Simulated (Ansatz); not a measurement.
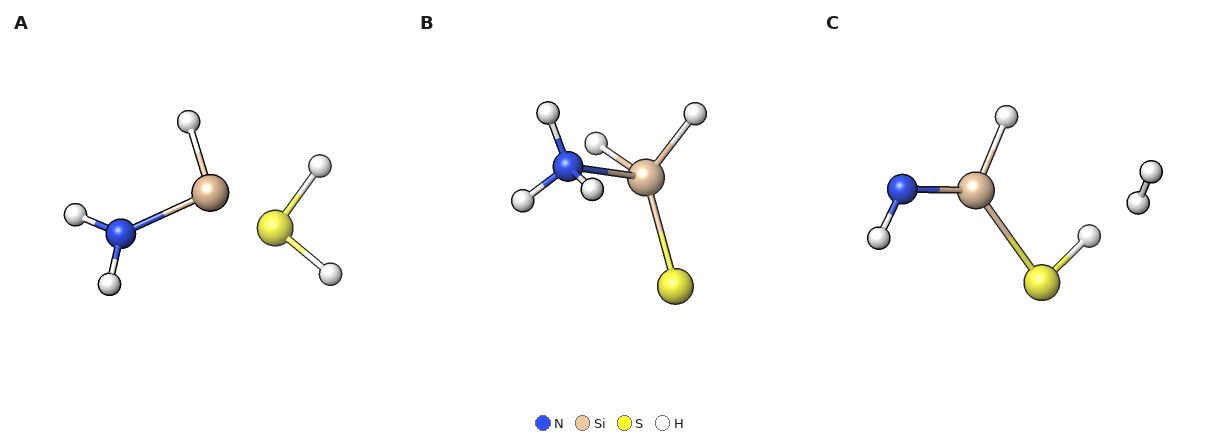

3 stationary structures of one formula. Geometries: PBE-D4/def2-SVP. Electronic energies: PBE-D4/def2-SVP (Ansatz 0.2.0), without zero-point energy. No frequency run is at hand to confirm each as a minimum. Each is one conformer, not always the lowest.

**Rank them by energy, lowest first.**

B is lowest; A lies 1.503 eV above it (C1), C lies 1.881 eV above it (C1).
